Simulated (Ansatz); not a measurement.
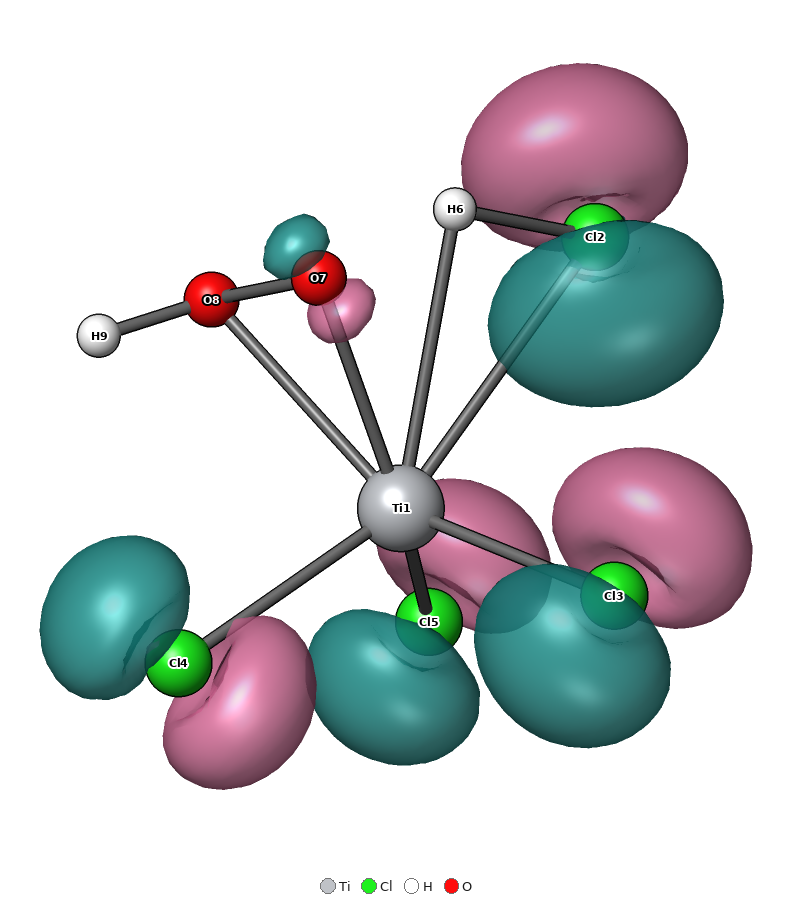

*Cl4H2O2Ti. The HOMO−1 at ±0.15 Å⁻³ᐟ² (teal and pink are the two phases), seen across its widest extent.*

A transition-state structure; geometry: PBE0-D4/def2-TZVP.

Method: RKS PBE0-D4/def2-TZVPP (Ansatz).

The calculation's input:

```
crystal:
  periodic: [false, false, false]
  atoms:
    - {symbol: Ti, position_ang: [-0.330713, 0.084154, -0.656654]}
    - {symbol: Cl, position_ang: [2.257851, -0.428490, -0.425498]}
    - {symbol: Cl, position_ang: [-0.529678, -1.518490, -2.103403]}
    - {symbol: Cl, position_ang: [-2.446395, 0.427462, -0.134487]}
    - {symbol: Cl, position_ang: [0.190634, 1.951189, -1.651223]}
    - {symbol: H, position_ang: [1.329274, -0.890931, 0.608836]}
    - {symbol: O, position_ang: [0.105106, -0.845662, 1.080249]}
    - {symbol: O, position_ang: [0.131339, 0.553204, 1.401708]}
    - {symbol: H, position_ang: [-0.707417, 0.667664, 1.880372]}
basis:
  gaussian: {orbitals: def2-TZVPP}
hamiltonian: {xc: pbe0, dispersion: d4}
output: {orbitals: {seedname: orbitals}}
```

Command:

```sh
ansatz run in.yaml --threads 4 --pin off --events-out ev --progress --plain --max-ram 46080MiB --backend cuda --devices 0, --max-vram 37GiB
```

Q: What is the character of this orbital?

A: It lies mainly on Cl2 (about 35 %), Cl3 (about 25 %), Cl5 (about 15 %) and Cl4 (about 15 %); largely a combination of lone pairs on Cl2, Cl3, Cl5 and Cl4. Its energy is −9.16 eV.
